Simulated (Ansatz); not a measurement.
# BH₃O (singlet): wave-function methods side by side at a displaced geometry (v1), cc-pVDZ

Aim: climb from Hartree-Fock through coupled cluster for BH₃O (singlet) at one geometry and basis, and see what each rung misses.

Method: cc-pVDZ, core rule «outside noble gas», up to 2 orbitals frozen; program: Ansatz 0.2.0, Gaussian basis.

Plan: UHF; CCSD(T) on RHF; BCCD(T) on RHF; CISD; CCSDT(Q) on RHF.

21 further runs of the same task are left out: 1 for a known fault of the program, 6 that didn't finish, 14 set aside as unsound or not needed.

## Step 1: The system

The geometry is a PBE0/def2-TZVP stationary point (not a proven minimum) with its atoms shifted at random (size 0.040 Å).

5 atoms, charge 0, spin multiplicity 1.

Atoms are counted from 1 here; the program's logs count them from 0.

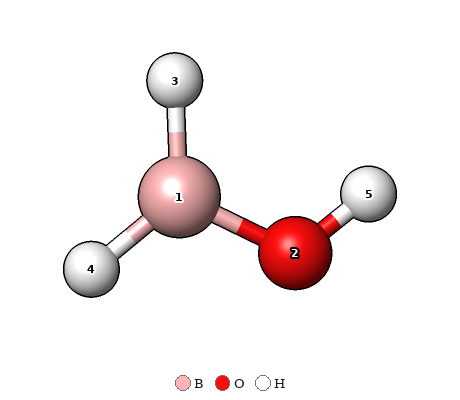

The geometry (boron pink, oxygen red, hydrogen white); atoms are numbered from 1 in the order of the file.

## Step 2: UHF

Contents of in.yaml:

```yaml
crystal:
  periodic: [false, false, false]
  atoms:
    - {symbol: B, position_ang: [0.004046, 0.067090, 0.751706]}
    - {symbol: O, position_ang: [0.003213, -0.107990, -0.597823]}
    - {symbol: H, position_ang: [0.051177, 1.209395, 1.184094]}
    - {symbol: H, position_ang: [-0.051600, -0.949066, 1.389273]}
    - {symbol: H, position_ang: [-0.093984, 0.734238, -1.146581]}
basis:
  gaussian: {orbitals: cc-pVDZ}
magnetization: {spin_polarized: true, initial_magnetization: 0}
hamiltonian: {xc: hf}
output: {orbitals: {seedname: orbitals}}
```

Started as:

```console
$ ansatz run in.yaml --threads 1 --pin off --events-out ev --progress --plain --max-ram 2393MiB
```

Further steps of the session: CCSD(T) on RHF; BCCD(T) on RHF; CISD; CCSDT(Q) on RHF.

**Question.** What will the summary of the whole plan be? Wanted: RCCSDT(Q) below the RHF energy; RMP2 from RCCSDT(Q); RCCSD from RCCSDT(Q); RCCSD(T) from RCCSDT(Q); T1 diagnostic.

The runs gave:

```
                         quantity                      value
   RCCSDT(Q) below the RHF energy                 -8.4736 eV
              RMP2 from RCCSDT(Q)            +18.51 kcal/mol
             RCCSD from RCCSDT(Q)             +5.00 kcal/mol
          RCCSD(T) from RCCSDT(Q)             +0.74 kcal/mol
levels within 1 kcal/mol (43 meV)  RCCSD(T), BCCD(T), RCCSDT
                    T1 diagnostic                      0.016
```

RCCSD(T) lands +0.74 kcal/mol from the yardstick (0.4 % of the correlation energy). These misses are within one basis, not against nature.
